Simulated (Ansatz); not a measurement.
## Electronic structure of BrCl₃H₂HfO in real space

```xyz
8

Hf   -0.0506   -0.0814    0.1540
Cl   -0.0768   -0.1999    2.5333
Cl    2.0603   -0.4181   -0.8575
Cl   -1.3039    1.6885   -0.7889
O    -1.0244   -1.6191   -0.3515
H    -1.5246   -2.3882   -0.6304
Br    1.6982    2.6742    1.2331
H     1.4577    2.2529    2.5788
```

Core potentials replace the inner electrons of Hf.

Theory: RKS B3LYP-D4/def2-SVP (Ansatz 0.2.0).

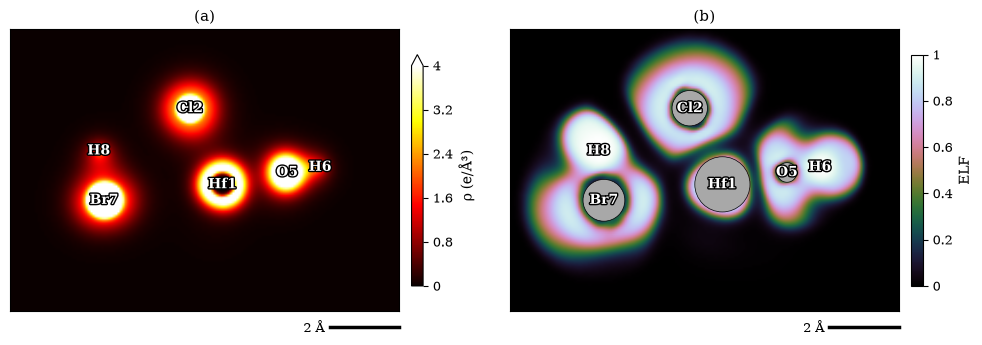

Figure 1. (a) electron density; (b) ELF on the plane of atoms O5, Hf1 and Br7. Grey discs cover the atomic cores in the ELF map.

> What does the map show?

Atoms in the plane: Hf, Cl, O, H and Br.
Hf–O (1.89 Å): ρ is about 0.93 e/Å³ halfway; the ELF peaks at about 0.80 in the valence shell of O, 0.5 Å from its nucleus, and drops to about 0.20 between the two atoms.
Hf–Cl (2.38 Å): ρ is about 0.54 e/Å³ halfway; the ELF peaks at about 0.85 in the valence shell of Cl, 0.9 Å from its nucleus, and is about 0.30 at the midpoint.
Hf–Br (3.44 Å): ρ is about 0.08 e/Å³ halfway, with its minimum of 0.07 e/Å³ about 1.5 Å from Hf; the ELF peaks at about 0.90 in the valence shell of Br, 1.1 Å from its nucleus, and drops to about 0 between the two atoms.
O–H (0.96 Å): ρ is about 3.7 e/Å³ halfway; the ELF climbs to about 1 towards the hydrogen, as it does in any bond to H; an ordinary covalent bond to hydrogen.
Br–H (1.43 Å): ρ is about 1.6 e/Å³ halfway; the ELF climbs to about 1 towards the hydrogen.

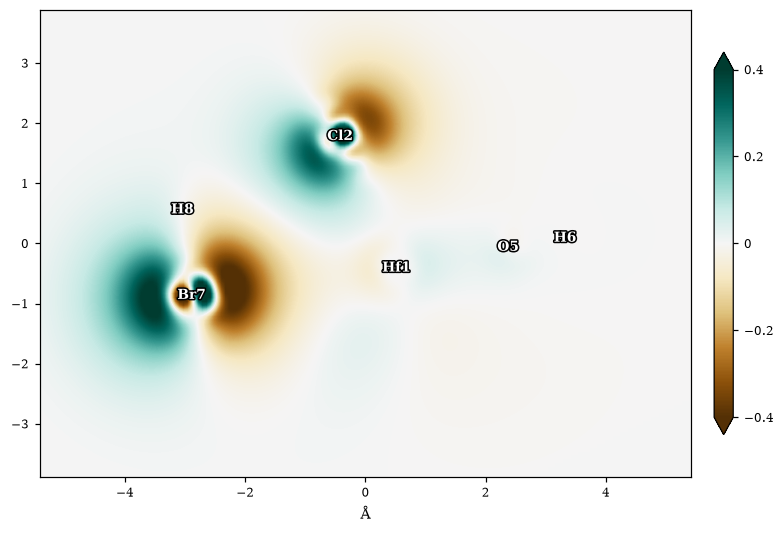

Figure 2. The HOMO on the plane of atoms Cl2, Hf1 and Br7 (values in Å⁻³ᐟ²; the overall sign is arbitrary).

> Describe this orbital and give its energy.

Its weight (Hirshfeld) is mainly on Br7 (about 45 %), Cl2 (about 20 %), Cl3 (about 15 %) and Cl4 (about 15 %); largely a combination of lone pairs on Br7, Cl2, Cl3 and Cl4. Its energy is −8.54 eV.

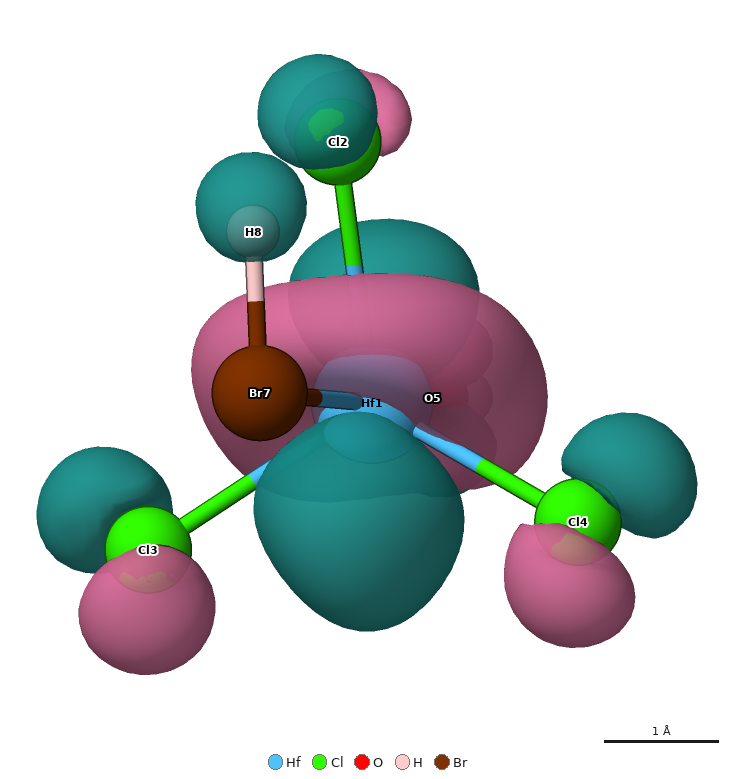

Figure 3. One frontier orbital at ±0.1 Å⁻³ᐟ² (teal and pink are the two phases), seen at an oblique angle.

> Which orbital is it: HOMO or LUMO?

The LUMO, at −1.47 eV. By Hirshfeld shares it lies mainly on Hf1 (about 65 %), Cl3 (about 10 %), Cl4 (about 10 %) and Cl2 (about 5 %).
